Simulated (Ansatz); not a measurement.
SiN$_{2}$ (Pn-3m, No. 224): the end point of a relaxation with DFT PBE, scalar-relativistic, plane waves, PAW in Ansatz; the starting structure was generated, so it need not be a known form of this composition.

```cif
data_structure
_symmetry_space_group_name_H-M 'Pn-3m:1'
_symmetry_Int_Tables_number 224
_cell_length_a 3.9753
_cell_length_b 3.9753
_cell_length_c 3.9753
_cell_angle_alpha 90.000
_cell_angle_beta 90.000
_cell_angle_gamma 90.000
_cell_volume 62.82
loop_
_atom_site_label
_atom_site_type_symbol
_atom_site_symmetry_multiplicity
_atom_site_Wyckoff_symbol
_atom_site_fract_x
_atom_site_fract_y
_atom_site_fract_z
_atom_site_occupancy
Si1 Si 2 a 0.00000 0.00000 0.00000 1
N1 N 4 b 0.25000 0.25000 0.25000 1
```

> What will a dark-field STEM-like image along [111] show? Simulated incoherent Z contrast: every atom adds Z^1.7 spread by a probe of 0.75 Å full width; channelling and multiple scattering are left out. The probe carries 25 % of its weight in a tail 2.5 times as wide.

The columns repeat on a hexagonal net with a repeat of 3.25 Å (plane group p6mm). The brightest columns hold 2 Si + 1 N per repeat; in falling brightness follow 1 N (about 15 %). Brightness is counted from the darkest point of the image. The shortest distance between visible columns is 1.62 Å in projection. Along the beam the structure repeats every 6.89 Å.

```tsv
column	atoms along the beam per repeat	peak brightness
2 Si + N	2 Si, 1 N	100 %
N	1 N	15 %
```

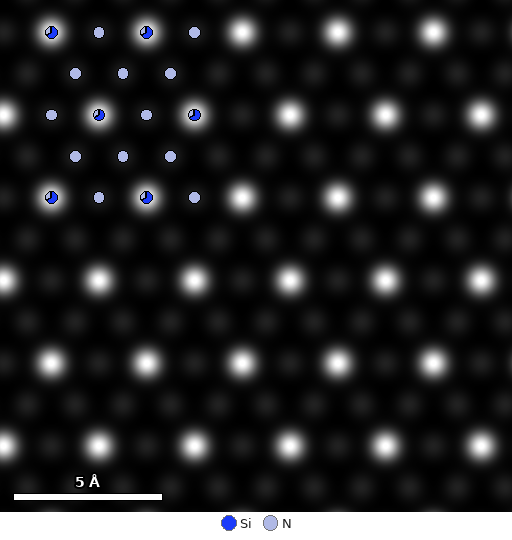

The simulated image, with the columns of the model marked in one corner.
